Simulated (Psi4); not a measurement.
**BH3O (SMILES BO) at HF/def2-TZVPP (sweep point 4)**

Aim: the vertical ionisation energy of BH3O at HF/def2-TZVPP (sweep point 4), from 2 runs. 

Program for the calculation: Psi4 1.11.

## (1) The structure to begin with

The species is BH3O (5 atoms), meant as a singlet with charge 0. As SMILES, `BO`. The coordinates come from a PBE0-D4/def2-TZVP relaxation.

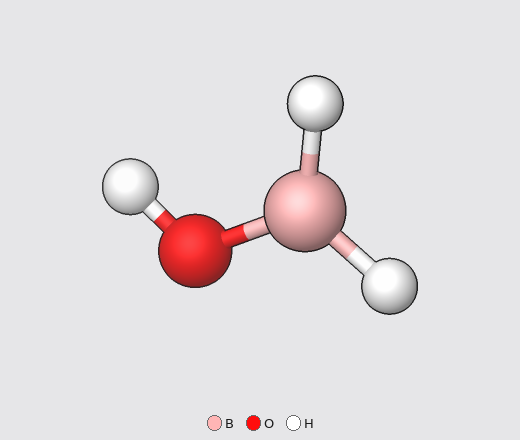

The structure, seen from a chosen angle (boron pink, oxygen red, hydrogen white).

## (2) The energy at HF/def2-TZVPP (sweep point 4)

Contents of calc.py:

```python
import psi4

psi4.set_memory(1600000000)
psi4.set_num_threads(1)
psi4.core.set_output_file('output.dat', False)

geom = psi4.geometry("""
0 1
B     -0.226600    -0.352800     0.074700
O      0.413500     0.801800     0.345900
H     -0.820300    -0.865500     0.977800
H     -0.190600    -0.828900    -1.028100
H      0.874000     1.171800    -0.411700
units angstrom
symmetry c1
""")

psi4.set_options({
    'puream': True,
    'scf_type': 'pk',
})

E, wfn = psi4.energy("scf/def2-TZVPP", molecule=geom, return_wfn=True)
print(f'scf/def2-TZVPP energy: {E:.10f} Eh')
```

The run is started by

```sh
$ python calc.py
```

output.dat:

```text
[...]
  Running in c1 symmetry.
[...]
  Nuclear repulsion =   30.404687954616726
[...]
  Multiplicity = 1
[...]
  Nalpha       = 8
  Nbeta        = 8
[...]
    Number of basis functions: 104
[...]
   @RHF iter   1:  -101.30676802525298   -8.24855e-01   3.94936e-03 DIIS/ADIIS
[...]
   @RHF iter   7:  -101.37291530526092   -2.22613e-07   9.58643e-07 DIIS
[...]
    Orbital Energies [Eh]
    ---------------------
    Doubly Occupied:
       1A    -20.581517     2A     -7.622115     3A     -1.376817
       4A     -0.771435     5A     -0.650926     6A     -0.577430
       7A     -0.545635     8A     -0.463542
[...]
  @RHF Final Energy:  -101.37291530526092
   => Energetics <=
    Nuclear Repulsion Energy =             30.4046879546167261
    One-Electron Energy =                -198.3763829242256520
    Two-Electron Energy =                  66.5987796643480152
    Total Energy =                       -101.3729153052609178
[...]
 Multipole Moments:
 ------------------------------------------------------------------------------------
     Multipole            Electronic (a.u.)      Nuclear  (a.u.)        Total (a.u.)
 ------------------------------------------------------------------------------------
 L = 1.  Multiply by 2.5417464519 to convert [e a0] to [Debye]
 Dipole X            :          0.3958576           -0.1573340            0.2385237
 Dipole Y            :          0.7811290           -0.6718001            0.1093289
 Dipole Z            :          0.3052007           -0.8681921           -0.5629914
 Magnitude           :                                                    0.6211326
[...]
```

The script printed:

```text
scf/def2-TZVPP energy: -101.3729153053 Eh
```

It took 3.9 s on 1 thread of Intel Xeon Platinum 8259CL at 2.50GHz (Skylake/Cascade Lake), shared host; peak memory 0.42 GiB.

## (3) The doublet cation, same level

Contents of bh3o.py:

```python
import psi4

psi4.set_memory('1600 MB')
psi4.set_num_threads(1)
psi4.set_output_file('output.dat', False)

mol = psi4.geometry("""
1 2
B     -0.226600    -0.352800     0.074700
O      0.413500     0.801800     0.345900
H     -0.820300    -0.865500     0.977800
H     -0.190600    -0.828900    -1.028100
H      0.874000     1.171800    -0.411700
symmetry c1
""")

psi4.set_options({
    'basis': 'def2-TZVPP',
    'reference': 'uhf',
    'puream': True,
    'scf_type': 'pk',
    'maxiter': 150,
})

energy_value = psi4.energy("scf", molecule=mol)
print('E =', round(energy_value, 9))
```

The run is started by

```sh
$ python bh3o.py
```

output.dat:

```text
[...]
  Running in c1 symmetry.
[...]
  Nuclear repulsion =   30.404687954616726
[...]
  Multiplicity = 2
[...]
  Nalpha       = 8
  Nbeta        = 7
[...]
    Number of basis functions: 104
[...]
   @UHF iter   1:  -100.86918120221144   -3.87268e-01   3.66716e-03 ADIIS/DIIS
[...]
   @UHF iter  11:  -100.94598035190698   -8.40194e-08   6.48495e-07 DIIS
[...]
   @S^2 Observed:                7.818275481E-01
[...]
    Orbital Energies [Eh]
    ---------------------
    Alpha Occupied:
       1A    -20.900501     2A     -7.983977     3A     -1.688089
       4A     -1.100272     5A     -1.019854     6A     -0.934217
       7A     -0.859063     8A     -0.846453
    Alpha Virtual:
       9A     -0.165218    10A     -0.090080    11A     -0.054430
      12A     -0.027840    13A     -0.007569    14A      0.026482
      15A      0.036047    16A      0.062468    17A      0.213012
      18A      0.218137    19A      0.262204    20A      0.289409
      21A      0.327338    22A      0.393129    23A      0.412058
      24A      0.428147    25A      0.438384    26A      0.519373
[...]
  @UHF Final Energy:  -100.94598035190698
   => Energetics <=
    Nuclear Repulsion Energy =             30.4046879546167261
    One-Electron Energy =                -193.2350833337376628
    Two-Electron Energy =                  61.8844150272139686
    Total Energy =                       -100.9459803519069681
  UHF NO Occupations:
  HONO-2 :    6  A 1.9965908
  HONO-1 :    7  A 1.9877794
[...]
 Multipole Moments:
 ------------------------------------------------------------------------------------
     Multipole            Electronic (a.u.)      Nuclear  (a.u.)        Total (a.u.)
 ------------------------------------------------------------------------------------
 L = 1.  Multiply by 2.5417464519 to convert [e a0] to [Debye]
 Dipole X            :         -0.2338357           -0.1573340           -0.3911697
 Dipole Y            :         -0.3810496           -0.6718001           -1.0528496
 Dipole Z            :         -0.0156682           -0.8681921           -0.8838603
 Magnitude           :                                                    1.4292359
[...]
```

Standard output:

```text
E = -100.945980352
```

Run time: 4.5 s. Hardware: 1 thread of Intel Xeon Platinum 8259CL at 2.50GHz (Skylake/Cascade Lake), shared host; peak memory 0.42 GiB.

## (4) Summary of results

At HF/def2-TZVPP (sweep point 4):

```
                                          quantity          value
                        singlet BH3O: total energy  -101.37292 Eh
                       singlet BH3O: dipole moment         1.58 D
                         singlet BH3O: HOMO energy      -12.61 eV
                         singlet BH3O: LUMO energy        2.74 eV
                       singlet BH3O: HOMO–LUMO gap       15.36 eV
                      doublet cation: total energy  -100.94598 Eh
doublet cation: HOMO energy (highest over α and β)      -22.46 eV
 doublet cation: LUMO energy (lowest over α and β)      -10.68 eV
                              doublet cation: ⟨S²⟩          0.782
vertical ionisation energy (to the doublet cation)      11.617 eV
```

In words: The vertical ionisation energy comes to 11.62 eV (1121 kJ/mol). −ε(HOMO) before ionisation, 12.61 eV, is 1.00 eV above this ionisation energy.
